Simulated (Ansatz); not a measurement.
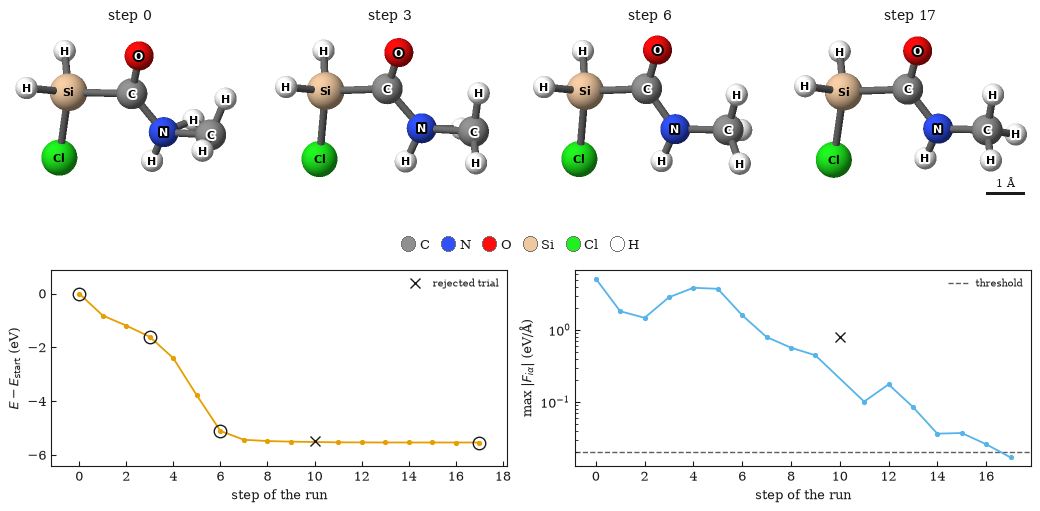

Frames of a relaxation of C2H6ClNOSi, marked on the history of the run. A ball-and-stick model, seen at a tilt.

The run prepares an end point of a later path (hydrogen shift) calculation, from a guessed geometry.

The calculation used RKS PBE0-D4/def2-SVP in Ansatz 0.2.0.

The input:
```yaml
crystal:
  periodic: [false, false, false]
  atoms:
    - { symbol: C, position_ang: [-1.5288, -1.2766, 0.625] }
    - { symbol: "N", position_ang: [-0.5072, -0.6046, -0.1141] }
    - { symbol: C, position_ang: [0.2503, 0.3781, 0.4557] }
    - { symbol: O, position_ang: [0.2636, 0.7458, 1.6342] }
    - { symbol: Si, position_ang: [1.6176, 1.2611, -0.5982] }
    - { symbol: Cl, position_ang: [1.4417, 0.6433, -2.5356] }
    - { symbol: H, position_ang: [-0.22824, -1.53075, 0.26804] }
    - { symbol: H, position_ang: [-1.2553, -1.37, 1.6508] }
    - { symbol: H, position_ang: [-2.4515, -0.5656, 0.6087] }
    - { symbol: H, position_ang: [-0.4304, -0.7637, -1.0898] }
    - { symbol: H, position_ang: [1.4263, 2.7473, -0.5996] }
    - { symbol: H, position_ang: [3.0248, 0.9379, -0.147] }
basis:
  gaussian: { orbitals: def2-SVP }
hamiltonian:
  xc: pbe0
  dispersion: d4
relax:
  f_tol: 0.02
  max_steps: 50
output:
  orbitals: {}
```

Launched with:
```bash
ansatz run input.yaml --threads 2 --pin off --max-ram 3072MiB --backend cpu --events-out ev --progress --plain --runs-dir out
```

Describe the path.

Over 16 accepted moves (17 points after the start) the energy falls by 5.535 eV. The largest force component goes from 5.2 to 0.017 eV/Å. The line search rejected the trial step at point 10 of the run. The largest move after the best rigid fit is that of H7, 1.26 Å. By element the largest moves are H 1.26 Å, O 0.23 Å, C 0.20 Å, N 0.18 Å, Cl 0.16 Å, Si 0.14 Å. Some distances before and after: N2–H7 1.040 → 2.110 Å, C1–H7 1.372 → 1.102 Å, C1–H9 1.165 → 1.102 Å, Si5–Cl6 2.041 → 2.088 Å. Bonds break: N2–H7 (1.04 → 2.11 Å). Among the angles between lasting bonds that change: N2–C1–H7 43.5° → 111.5°, H7–C1–H9 149.3° → 108.6°, H7–C1–H8 89.5° → 108.8°. From step 0 to 3: H9 moves most (0.58 Å), energy −1.608 eV. From step 3 to 6: H7 moves most (0.54 Å), energy −3.498 eV. From step 6 to 17: H7 moves most (0.50 Å), energy −0.430 eV.

```json
{"step": "0", "E − E(0), eV": "0.0000", "largest force component, eV/Å": "5.1523", "note": ""}
{"step": "1", "E − E(0), eV": "-0.8167", "largest force component, eV/Å": "1.8215", "note": ""}
{"step": "2", "E − E(0), eV": "-1.1893", "largest force component, eV/Å": "1.4742", "note": ""}
{"step": "3", "E − E(0), eV": "-1.6075", "largest force component, eV/Å": "2.8454", "note": ""}
{"step": "4", "E − E(0), eV": "-2.4031", "largest force component, eV/Å": "3.8521", "note": ""}
{"step": "5", "E − E(0), eV": "-3.7863", "largest force component, eV/Å": "3.7294", "note": ""}
{"step": "6", "E − E(0), eV": "-5.1058", "largest force component, eV/Å": "1.6013", "note": ""}
{"step": "7", "E − E(0), eV": "-5.4349", "largest force component, eV/Å": "0.7995", "note": ""}
{"step": "8", "E − E(0), eV": "-5.4806", "largest force component, eV/Å": "0.5677", "note": ""}
{"step": "9", "E − E(0), eV": "-5.5038", "largest force component, eV/Å": "0.4454", "note": ""}
{"step": "10", "E − E(0), eV": "-5.4844", "largest force component, eV/Å": "0.8035", "note": "rejected"}
{"step": "11", "E − E(0), eV": "-5.5293", "largest force component, eV/Å": "0.1013", "note": ""}
{"step": "12", "E − E(0), eV": "-5.5324", "largest force component, eV/Å": "0.1758", "note": ""}
{"step": "13", "E − E(0), eV": "-5.5346", "largest force component, eV/Å": "0.0853", "note": ""}
{"step": "14", "E − E(0), eV": "-5.5352", "largest force component, eV/Å": "0.0363", "note": ""}
{"step": "15", "E − E(0), eV": "-5.5354", "largest force component, eV/Å": "0.0371", "note": ""}
{"step": "16", "E − E(0), eV": "-5.5354", "largest force component, eV/Å": "0.0259", "note": ""}
{"step": "17", "E − E(0), eV": "-5.5355", "largest force component, eV/Å": "0.0170", "note": ""}
```
